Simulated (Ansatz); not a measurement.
# AlBH (doublet): wB97X-V, wB97M-V over a scan of the distance B1–Al2, 6-31G, part 2 of 2

Ansatz 0.2.0, Gaussian basis; 6-31G, all electrons in the functionals. Earlier steps stand in the parts before.

### 14 wB97M-V, 1.914 Å

The input, in.yaml:

```yaml
crystal:
  periodic: [false, false, false]
  atoms:
    - {symbol: B, position_ang: [0.000000, -0.090081, 0.245634]}
    - {symbol: Al, position_ang: [0.000000, -0.037152, -1.667634]}
    - {symbol: H, position_ang: [0.000000, 0.127234, 1.421999]}
basis:
  gaussian: {orbitals: 6-31G}
magnetization: {spin_polarized: true, initial_magnetization: 1}
hamiltonian: {xc: {name: wB97M-V}}
output: {orbitals: {seedname: orbitals}}
```

Launch:

```sh
> ansatz run in.yaml --threads 1 --pin off --events-out ev --progress --plain --max-ram 2393MiB
```

Output (excerpt; [...] marks lines left out):

```text
Functional definition: wB97M-V
  name "wB97M-V"
  cite "Mardirossian & Head-Gordon, J. Chem. Phys. 144, 214110 (2016) doi:10.1063/1.4952647"
  cite "Becke, J. Chem. Phys. 107, 8554 (1997) doi:10.1063/1.475007"
  cite "Vydrov & Van Voorhis, J. Chem. Phys. 133, 244103 (2010) doi:10.1063/1.3521275"
  # Of w^i u^j: cxij and so on, Table III.
[...]
  gx(w, u) = 1 - cx + cx01*u + cx10*w
  gss(w, u) = css00 + css04*u^4 + css10*w + css20*w^2 + css43*w^4*u^3
  gos(w, u) = cos00 + cos10*w + (cos20 + cos21*u)*w^2 + (cos60 + cos61*u)*w^6
[...]
      + integral(e_c_pw_mod_opposite_spin*gos(b97_w_opposite, b97_u_opposite)) + vv10(b, c)
296 factors; integrals over basis functions are off by at most 2.5e-4 eV
121 factors; integrals over basis functions are off by at most 4.4e-6 eV
[...]
mean field -7283.29590187 eV, -267.6561875984 hartree, gradient 7.9e-6 eV, S^2 0.965327; 5 other end points of the search recorded, 0 dependent functions left out
reference -7283.29593334 eV, -267.6561887550 hartree; 10, 9 occupied and 14, 15 virtual orbitals, 296 factors
Total energy: -7283.29593334 eV, -267.6561887550 hartree
```

Run time: 9 s. Hardware: 1 thread of Arm Neoverse V2, shared host.

From the report: ⟨S²⟩ of the determinant 0.965 (pure doublet: 0.75).

### 15 wB97M-V, 2.120 Å

The input, in.yaml:

```yaml
crystal:
  periodic: [false, false, false]
  atoms:
    - {symbol: B, position_ang: [0.000000, -0.091982, 0.314337]}
    - {symbol: Al, position_ang: [0.000000, -0.033351, -1.805038]}
    - {symbol: H, position_ang: [0.000000, 0.125333, 1.490702]}
basis:
  gaussian: {orbitals: 6-31G}
magnetization: {spin_polarized: true, initial_magnetization: 1}
hamiltonian: {xc: {name: wB97M-V}}
output: {orbitals: {seedname: orbitals}}
```

Launched as before.

Output (excerpt; [...] marks lines left out):

```text
Functional definition: wB97M-V
  name "wB97M-V"
  cite "Mardirossian & Head-Gordon, J. Chem. Phys. 144, 214110 (2016) doi:10.1063/1.4952647"
  cite "Becke, J. Chem. Phys. 107, 8554 (1997) doi:10.1063/1.475007"
  cite "Vydrov & Van Voorhis, J. Chem. Phys. 133, 244103 (2010) doi:10.1063/1.3521275"
  # Of w^i u^j: cxij and so on, Table III.
[...]
  gx(w, u) = 1 - cx + cx01*u + cx10*w
  gss(w, u) = css00 + css04*u^4 + css10*w + css20*w^2 + css43*w^4*u^3
  gos(w, u) = cos00 + cos10*w + (cos20 + cos21*u)*w^2 + (cos60 + cos61*u)*w^6
[...]
      + integral(e_c_pw_mod_opposite_spin*gos(b97_w_opposite, b97_u_opposite)) + vv10(b, c)
296 factors; integrals over basis functions are off by at most 2.5e-4 eV
121 factors; integrals over basis functions are off by at most 5.4e-6 eV
[...]
mean field -7283.73263478 eV, -267.6722372368 hartree, gradient 3.1e-6 eV, S^2 0.752789; 5 other end points of the search recorded, 0 dependent functions left out
reference -7283.73266640 eV, -267.6722383988 hartree; 10, 9 occupied and 14, 15 virtual orbitals, 296 factors
Total energy: -7283.73266640 eV, -267.6722383988 hartree
```

It took 20 s on 1 thread of Arm Neoverse V2, shared host.

From the report: ⟨S²⟩ of the determinant 0.753 (pure doublet: 0.75).

### 16 wB97M-V, 2.307 Å

The input, in.yaml:

```yaml
crystal:
  periodic: [false, false, false]
  atoms:
    - {symbol: B, position_ang: [0.000000, -0.093704, 0.376584]}
    - {symbol: Al, position_ang: [0.000000, -0.029907, -1.929533]}
    - {symbol: H, position_ang: [0.000000, 0.123611, 1.552949]}
basis:
  gaussian: {orbitals: 6-31G}
magnetization: {spin_polarized: true, initial_magnetization: 1}
hamiltonian: {xc: {name: wB97M-V}}
output: {orbitals: {seedname: orbitals}}
```

The command is unchanged.

Output (excerpt; [...] marks lines left out):

```text
Functional definition: wB97M-V
  name "wB97M-V"
  cite "Mardirossian & Head-Gordon, J. Chem. Phys. 144, 214110 (2016) doi:10.1063/1.4952647"
  cite "Becke, J. Chem. Phys. 107, 8554 (1997) doi:10.1063/1.475007"
  cite "Vydrov & Van Voorhis, J. Chem. Phys. 133, 244103 (2010) doi:10.1063/1.3521275"
  # Of w^i u^j: cxij and so on, Table III.
[...]
  gx(w, u) = 1 - cx + cx01*u + cx10*w
  gss(w, u) = css00 + css04*u^4 + css10*w + css20*w^2 + css43*w^4*u^3
  gos(w, u) = cos00 + cos10*w + (cos20 + cos21*u)*w^2 + (cos60 + cos61*u)*w^6
[...]
      + integral(e_c_pw_mod_opposite_spin*gos(b97_w_opposite, b97_u_opposite)) + vv10(b, c)
296 factors; integrals over basis functions are off by at most 2.5e-4 eV
121 factors; integrals over basis functions are off by at most 6.1e-6 eV
[...]
mean field -7283.71276555 eV, -267.6715070561 hartree, gradient 7.7e-7 eV, S^2 0.752834; 2 other end points of the search recorded, 0 dependent functions left out
reference -7283.71279753 eV, -267.6715082312 hartree; 10, 9 occupied and 14, 15 virtual orbitals, 296 factors
Total energy: -7283.71279753 eV, -267.6715082312 hartree
```

Wall time 12 s (1 thread of Arm Neoverse V2, shared host).

From the report: ⟨S²⟩ of the determinant 0.753 (pure doublet: 0.75).

From 2.120 Å: +0.5 kcal/mol.

### 17 wB97M-V, 2.552 Å

The input, in.yaml:

```yaml
crystal:
  periodic: [false, false, false]
  atoms:
    - {symbol: B, position_ang: [0.000000, -0.095962, 0.458220]}
    - {symbol: Al, position_ang: [0.000000, -0.025390, -2.092804]}
    - {symbol: H, position_ang: [0.000000, 0.121353, 1.634585]}
basis:
  gaussian: {orbitals: 6-31G}
magnetization: {spin_polarized: true, initial_magnetization: 1}
hamiltonian: {xc: {name: wB97M-V}}
output: {orbitals: {seedname: orbitals}}
```

The command is unchanged.

Output (excerpt; [...] marks lines left out):

```text
Functional definition: wB97M-V
  name "wB97M-V"
  cite "Mardirossian & Head-Gordon, J. Chem. Phys. 144, 214110 (2016) doi:10.1063/1.4952647"
  cite "Becke, J. Chem. Phys. 107, 8554 (1997) doi:10.1063/1.475007"
  cite "Vydrov & Van Voorhis, J. Chem. Phys. 133, 244103 (2010) doi:10.1063/1.3521275"
  # Of w^i u^j: cxij and so on, Table III.
[...]
  gx(w, u) = 1 - cx + cx01*u + cx10*w
  gss(w, u) = css00 + css04*u^4 + css10*w + css20*w^2 + css43*w^4*u^3
  gos(w, u) = cos00 + cos10*w + (cos20 + cos21*u)*w^2 + (cos60 + cos61*u)*w^6
[...]
      + integral(e_c_pw_mod_opposite_spin*gos(b97_w_opposite, b97_u_opposite)) + vv10(b, c)
296 factors; integrals over basis functions are off by at most 2.6e-4 eV
121 factors; integrals over basis functions are off by at most 6.7e-6 eV
[...]
mean field -7283.38605277 eV, -267.6595005829 hartree, gradient 6.7e-6 eV, S^2 0.753180; 3 other end points of the search recorded, 0 dependent functions left out
reference -7283.38608526 eV, -267.6595017769 hartree; 10, 9 occupied and 14, 15 virtual orbitals, 296 factors
Total energy: -7283.38608526 eV, -267.6595017769 hartree
```

Run time: 7.5 s. Hardware: 1 thread of Arm Neoverse V2, shared host.

From the report: ⟨S²⟩ of the determinant 0.753 (pure doublet: 0.75).

From 2.120 Å: +8.0 kcal/mol.

### 18 wB97M-V, 2.980 Å

The input, in.yaml:

```yaml
crystal:
  periodic: [false, false, false]
  atoms:
    - {symbol: B, position_ang: [0.000000, -0.099908, 0.600832]}
    - {symbol: Al, position_ang: [0.000000, -0.017500, -2.378029]}
    - {symbol: H, position_ang: [0.000000, 0.117407, 1.777197]}
basis:
  gaussian: {orbitals: 6-31G}
magnetization: {spin_polarized: true, initial_magnetization: 1}
hamiltonian: {xc: {name: wB97M-V}}
output: {forces: true, orbitals: {seedname: orbitals}}
```

Launched as before.

Output (excerpt; [...] marks lines left out):

```text
Functional definition: wB97M-V
  name "wB97M-V"
  cite "Mardirossian & Head-Gordon, J. Chem. Phys. 144, 214110 (2016) doi:10.1063/1.4952647"
  cite "Becke, J. Chem. Phys. 107, 8554 (1997) doi:10.1063/1.475007"
  cite "Vydrov & Van Voorhis, J. Chem. Phys. 133, 244103 (2010) doi:10.1063/1.3521275"
  # Of w^i u^j: cxij and so on, Table III.
[...]
  gx(w, u) = 1 - cx + cx01*u + cx10*w
  gss(w, u) = css00 + css04*u^4 + css10*w + css20*w^2 + css43*w^4*u^3
  gos(w, u) = cos00 + cos10*w + (cos20 + cos21*u)*w^2 + (cos60 + cos61*u)*w^6
[...]
      + integral(e_c_pw_mod_opposite_spin*gos(b97_w_opposite, b97_u_opposite)) + vv10(b, c)
296 factors; integrals over basis functions are off by at most 2.6e-4 eV
121 factors; integrals over basis functions are off by at most 7.8e-6 eV
[...]
mean field -7282.57486496 eV, -267.6296899807 hartree, gradient 2.3e-8 eV, S^2 0.753957; 4 other end points of the search recorded, 0 dependent functions left out
[...]
reference -7282.57489798 eV, -267.6296911941 hartree; 10, 9 occupied and 14, 15 virtual orbitals, 296 factors
Total energy: -7282.57489798 eV, -267.6296911941 hartree
Atom 0 at     0.000000    -0.099908     0.600832 Å, force    -0.000000    -0.066698    -2.282504 eV/Å
Atom 1 at     0.000000    -0.017500    -2.378029 Å, force     0.000000    -0.040603     1.844588 eV/Å
Atom 2 at     0.000000     0.117407     1.777197 Å, force     0.000000     0.107301     0.437916 eV/Å
Dipole moment:    -0.000000     0.051213    -0.189054 e Å
```

Run time: 10 s. Hardware: 1 thread of Arm Neoverse V2, shared host.

From the report: ⟨S²⟩ of the determinant 0.754 (pure doublet: 0.75).

From 2.120 Å: +26.7 kcal/mol.

### 19 wB97M-V, 3.396 Å

The input, in.yaml:

```yaml
crystal:
  periodic: [false, false, false]
  atoms:
    - {symbol: B, position_ang: [0.000000, -0.103742, 0.739445]}
    - {symbol: Al, position_ang: [0.000000, -0.009830, -2.655256]}
    - {symbol: H, position_ang: [0.000000, 0.113573, 1.915810]}
basis:
  gaussian: {orbitals: 6-31G}
magnetization: {spin_polarized: true, initial_magnetization: 1}
hamiltonian: {xc: {name: wB97M-V}}
output: {orbitals: {seedname: orbitals}}
```

Same command.

Output (excerpt; [...] marks lines left out):

```text
Functional definition: wB97M-V
  name "wB97M-V"
  cite "Mardirossian & Head-Gordon, J. Chem. Phys. 144, 214110 (2016) doi:10.1063/1.4952647"
  cite "Becke, J. Chem. Phys. 107, 8554 (1997) doi:10.1063/1.475007"
  cite "Vydrov & Van Voorhis, J. Chem. Phys. 133, 244103 (2010) doi:10.1063/1.3521275"
  # Of w^i u^j: cxij and so on, Table III.
[...]
  gx(w, u) = 1 - cx + cx01*u + cx10*w
  gss(w, u) = css00 + css04*u^4 + css10*w + css20*w^2 + css43*w^4*u^3
  gos(w, u) = cos00 + cos10*w + (cos20 + cos21*u)*w^2 + (cos60 + cos61*u)*w^6
[...]
      + integral(e_c_pw_mod_opposite_spin*gos(b97_w_opposite, b97_u_opposite)) + vv10(b, c)
296 factors; integrals over basis functions are off by at most 2.7e-4 eV
121 factors; integrals over basis functions are off by at most 8.5e-6 eV
[...]
mean field -7281.99531937 eV, -267.6083920732 hartree, gradient 8.0e-6 eV, S^2 0.752910; 4 other end points of the search recorded, 0 dependent functions left out
reference -7281.99535284 eV, -267.6083933033 hartree; 10, 9 occupied and 14, 15 virtual orbitals, 296 factors
Total energy: -7281.99535284 eV, -267.6083933033 hartree
```

Run time: 9.5 s. Hardware: 1 thread of Arm Neoverse V2, shared host.

From the report: ⟨S²⟩ of the determinant 0.753 (pure doublet: 0.75).

From 2.120 Å: +40.1 kcal/mol.

### 20 wB97M-V, 3.965 Å

The input, in.yaml:

```yaml
crystal:
  periodic: [false, false, false]
  atoms:
    - {symbol: B, position_ang: [0.000000, -0.108987, 0.929040]}
    - {symbol: Al, position_ang: [0.000000, 0.000660, -3.034444]}
    - {symbol: H, position_ang: [0.000000, 0.108328, 2.105405]}
basis:
  gaussian: {orbitals: 6-31G}
magnetization: {spin_polarized: true, initial_magnetization: 1}
hamiltonian: {xc: {name: wB97M-V}}
output: {forces: true, orbitals: {seedname: orbitals}}
```

Same command.

Output (excerpt; [...] marks lines left out):

```text
Functional definition: wB97M-V
  name "wB97M-V"
  cite "Mardirossian & Head-Gordon, J. Chem. Phys. 144, 214110 (2016) doi:10.1063/1.4952647"
  cite "Becke, J. Chem. Phys. 107, 8554 (1997) doi:10.1063/1.475007"
  cite "Vydrov & Van Voorhis, J. Chem. Phys. 133, 244103 (2010) doi:10.1063/1.3521275"
  # Of w^i u^j: cxij and so on, Table III.
[...]
  gx(w, u) = 1 - cx + cx01*u + cx10*w
  gss(w, u) = css00 + css04*u^4 + css10*w + css20*w^2 + css43*w^4*u^3
  gos(w, u) = cos00 + cos10*w + (cos20 + cos21*u)*w^2 + (cos60 + cos61*u)*w^6
[...]
      + integral(e_c_pw_mod_opposite_spin*gos(b97_w_opposite, b97_u_opposite)) + vv10(b, c)
296 factors; integrals over basis functions are off by at most 2.7e-4 eV
121 factors; integrals over basis functions are off by at most 9.3e-6 eV
[...]
mean field -7281.71106573 eV, -267.5979459446 hartree, gradient 3.4e-9 eV, S^2 0.750195; 4 other end points of the search recorded, 0 dependent functions left out
[...]
reference -7281.71110032 eV, -267.5979472159 hartree; 10, 9 occupied and 14, 15 virtual orbitals, 296 factors
Total energy: -7281.71110032 eV, -267.5979472159 hartree
Atom 0 at     0.000000    -0.108987     0.929040 Å, force    -0.000000    -0.147346    -1.188172 eV/Å
Atom 1 at     0.000000     0.000660    -3.034444 Å, force     0.000000    -0.010715     0.276800 eV/Å
Atom 2 at     0.000000     0.108328     2.105405 Å, force     0.000000     0.158061     0.911372 eV/Å
Dipole moment:     0.000000     0.037484     0.450326 e Å
```

It took 20 s on 1 thread of Arm Neoverse V2, shared host.

From the report: ⟨S²⟩ of the determinant 0.750 (pure doublet: 0.75).

From 2.120 Å: +46.6 kcal/mol.

### 21 wB97M-V, 4.614 Å

The input, in.yaml:

```yaml
crystal:
  periodic: [false, false, false]
  atoms:
    - {symbol: B, position_ang: [0.000000, -0.114970, 1.145290]}
    - {symbol: Al, position_ang: [0.000000, 0.012624, -3.466945]}
    - {symbol: H, position_ang: [0.000000, 0.102345, 2.321655]}
basis:
  gaussian: {orbitals: 6-31G}
magnetization: {spin_polarized: true, initial_magnetization: 1}
hamiltonian: {xc: {name: wB97M-V}}
output: {orbitals: {seedname: orbitals}}
```

The command is unchanged.

Output (excerpt; [...] marks lines left out):

```text
Functional definition: wB97M-V
  name "wB97M-V"
  cite "Mardirossian & Head-Gordon, J. Chem. Phys. 144, 214110 (2016) doi:10.1063/1.4952647"
  cite "Becke, J. Chem. Phys. 107, 8554 (1997) doi:10.1063/1.475007"
  cite "Vydrov & Van Voorhis, J. Chem. Phys. 133, 244103 (2010) doi:10.1063/1.3521275"
  # Of w^i u^j: cxij and so on, Table III.
[...]
  gx(w, u) = 1 - cx + cx01*u + cx10*w
  gss(w, u) = css00 + css04*u^4 + css10*w + css20*w^2 + css43*w^4*u^3
  gos(w, u) = cos00 + cos10*w + (cos20 + cos21*u)*w^2 + (cos60 + cos61*u)*w^6
[...]
      + integral(e_c_pw_mod_opposite_spin*gos(b97_w_opposite, b97_u_opposite)) + vv10(b, c)
296 factors; integrals over basis functions are off by at most 2.7e-4 eV
121 factors; integrals over basis functions are off by at most 9.8e-6 eV
[...]
mean field -7281.58911292 eV, -267.5934642615 hartree, gradient 9.7e-6 eV, S^2 0.750025; 4 other end points of the search recorded, 0 dependent functions left out
reference -7281.58914872 eV, -267.5934655770 hartree; 10, 9 occupied and 14, 15 virtual orbitals, 296 factors
Total energy: -7281.58914872 eV, -267.5934655770 hartree
```

It took 11 s on 1 thread of Arm Neoverse V2, shared host.

From the report: ⟨S²⟩ of the determinant 0.750 (pure doublet: 0.75).

From 2.120 Å: +49.4 kcal/mol.

### 22 wB97M-V, 5.603 Å

The input, in.yaml:

```yaml
crystal:
  periodic: [false, false, false]
  atoms:
    - {symbol: B, position_ang: [0.000000, -0.124086, 1.474831]}
    - {symbol: Al, position_ang: [0.000000, 0.030857, -4.126026]}
    - {symbol: H, position_ang: [0.000000, 0.093229, 2.651196]}
basis:
  gaussian: {orbitals: 6-31G}
magnetization: {spin_polarized: true, initial_magnetization: 1}
hamiltonian: {xc: {name: wB97M-V}}
output: {forces: true, orbitals: {seedname: orbitals}}
```

Same command.

Output (excerpt; [...] marks lines left out):

```text
Functional definition: wB97M-V
  name "wB97M-V"
  cite "Mardirossian & Head-Gordon, J. Chem. Phys. 144, 214110 (2016) doi:10.1063/1.4952647"
  cite "Becke, J. Chem. Phys. 107, 8554 (1997) doi:10.1063/1.475007"
  cite "Vydrov & Van Voorhis, J. Chem. Phys. 133, 244103 (2010) doi:10.1063/1.3521275"
  # Of w^i u^j: cxij and so on, Table III.
[...]
  gx(w, u) = 1 - cx + cx01*u + cx10*w
  gss(w, u) = css00 + css04*u^4 + css10*w + css20*w^2 + css43*w^4*u^3
  gos(w, u) = cos00 + cos10*w + (cos20 + cos21*u)*w^2 + (cos60 + cos61*u)*w^6
[...]
      + integral(e_c_pw_mod_opposite_spin*gos(b97_w_opposite, b97_u_opposite)) + vv10(b, c)
296 factors; integrals over basis functions are off by at most 2.7e-4 eV
121 factors; integrals over basis functions are off by at most 1.0e-5 eV
[...]
mean field -7281.51014016 eV, -267.5905620661 hartree, gradient 8.8e-10 eV, S^2 0.750010; 5 other end points of the search recorded, 0 dependent functions left out
[...]
reference -7281.51017772 eV, -267.5905634463 hartree; 10, 9 occupied and 14, 15 virtual orbitals, 296 factors
Total energy: -7281.51017772 eV, -267.5905634463 hartree
Atom 0 at     0.000000    -0.124086     1.474831 Å, force     0.000000    -0.192597    -1.118623 eV/Å
Atom 1 at     0.000000     0.030857    -4.126026 Å, force     0.000000    -0.002025     0.044943 eV/Å
Atom 2 at     0.000000     0.093229     2.651196 Å, force    -0.000000     0.194622     1.073680 eV/Å
Dipole moment:    -0.000000     0.048425     0.330887 e Å
```

Wall time 28 s (1 thread of Arm Neoverse V2, shared host).

From the report: ⟨S²⟩ of the determinant 0.750 (pure doublet: 0.75).

From 2.120 Å: +51.3 kcal/mol.

### 23 wB97M-V, 7.339 Å

The input, in.yaml:

```yaml
crystal:
  periodic: [false, false, false]
  atoms:
    - {symbol: B, position_ang: [0.000000, -0.140089, 2.053276]}
    - {symbol: Al, position_ang: [0.000000, 0.062862, -5.282917]}
    - {symbol: H, position_ang: [0.000000, 0.077226, 3.229641]}
basis:
  gaussian: {orbitals: 6-31G}
magnetization: {spin_polarized: true, initial_magnetization: 1}
hamiltonian: {xc: {name: wB97M-V}}
output: {forces: true, orbitals: {seedname: orbitals}}
```

Same command.

Output (excerpt; [...] marks lines left out):

```text
Functional definition: wB97M-V
  name "wB97M-V"
  cite "Mardirossian & Head-Gordon, J. Chem. Phys. 144, 214110 (2016) doi:10.1063/1.4952647"
  cite "Becke, J. Chem. Phys. 107, 8554 (1997) doi:10.1063/1.475007"
  cite "Vydrov & Van Voorhis, J. Chem. Phys. 133, 244103 (2010) doi:10.1063/1.3521275"
  # Of w^i u^j: cxij and so on, Table III.
[...]
  gx(w, u) = 1 - cx + cx01*u + cx10*w
  gss(w, u) = css00 + css04*u^4 + css10*w + css20*w^2 + css43*w^4*u^3
  gos(w, u) = cos00 + cos10*w + (cos20 + cos21*u)*w^2 + (cos60 + cos61*u)*w^6
[...]
      + integral(e_c_pw_mod_opposite_spin*gos(b97_w_opposite, b97_u_opposite)) + vv10(b, c)
296 factors; integrals over basis functions are off by at most 2.7e-4 eV
121 factors; integrals over basis functions are off by at most 1.1e-5 eV
[...]
mean field -7281.47939196 eV, -267.5894320904 hartree, gradient 1.6e-10 eV, S^2 0.750009; 5 other end points of the search recorded, 0 dependent functions left out
[...]
reference -7281.47943410 eV, -267.5894336392 hartree; 10, 9 occupied and 14, 15 virtual orbitals, 296 factors
Total energy: -7281.47943410 eV, -267.5894336392 hartree
Atom 0 at     0.000000    -0.140089     2.053276 Å, force    -0.000000    -0.202423    -1.104498 eV/Å
Atom 1 at     0.000000     0.062862    -5.282917 Å, force     0.000000    -0.000216     0.004379 eV/Å
Atom 2 at     0.000000     0.077226     3.229641 Å, force     0.000000     0.202639     1.100119 eV/Å
Dipole moment:    -0.000000     0.051220     0.296120 e Å
```

Run time: 31 s. Hardware: 1 thread of Arm Neoverse V2, shared host.

From the report: ⟨S²⟩ of the determinant 0.750 (pure doublet: 0.75).

From 2.120 Å: +52.0 kcal/mol.

### 24 Against the wave-function levels

The yardstick is full CI for this spin, exact in this basis with these frozen cores. It comes from earlier runs at the same points. Energies in kcal/mol, counted from 2.120 Å; blanks weren't run or aren't comparable.

```tsv
level	1.661 Å	1.914 Å	2.120 Å	2.307 Å	2.552 Å	2.980 Å	3.396 Å	3.965 Å	4.614 Å	5.603 Å	7.339 Å
FCI	53.9	11.6	0.0	-0.9	4.5	19.4	31.0	36.8	38.9	40.3	40.9
wB97X-V		9.6	0.0	0.7	8.9	29.5	42.6	47.7	50.2	51.9	52.6
wB97M-V		10.1	0.0	0.5	8.0	26.7	40.1	46.6	49.4	51.3	52.0
```

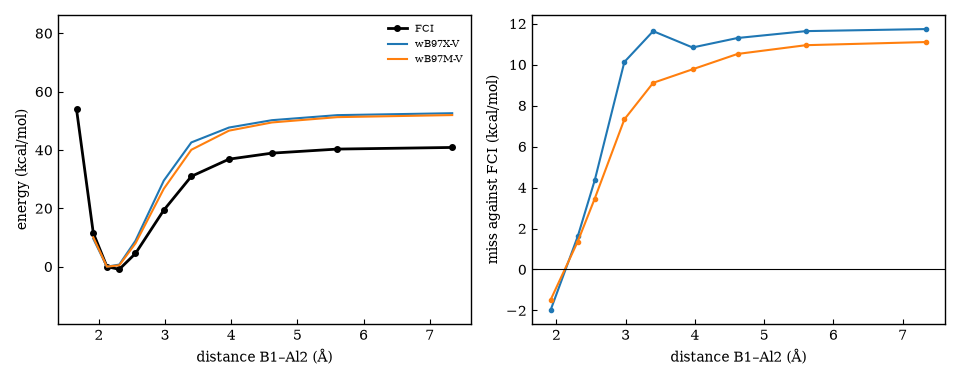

Left: the curves (the axis may cut off levels that run far away). Right: misses against FCI, in the same colours.

Largest miss and mean time a point (FCI took 20 s a point; shared hosts):

```tsv
level	largest miss (kcal/mol)	where	time a point
wB97X-V	+11.7	7.339 Å	12 s
wB97M-V	+11.1	7.339 Å	16 s
```

### 25 What came out

This closing draws on all 2 parts.

```
             quantity                     value
span of the FCI curve             54.8 kcal/mol
largest miss, wB97X-V  +11.7 kcal/mol (7.339 Å)
largest miss, wB97M-V  +11.1 kcal/mol (7.339 Å)
```

Of the functionals, wB97M-V keep the smallest largest miss at the points compared (at most 11.1 kcal/mol) and wB97X-V strays most (11.7 kcal/mol, at 7.339 Å). wB97X-V, wB97M-V clearly break the spin symmetry at some points (⟨S²⟩ up to 0.96 above the pure value), so energy there is bought with a mixed spin. Functionals and the yardstick converge differently with the basis, so part of each miss in 6-31G is the basis.
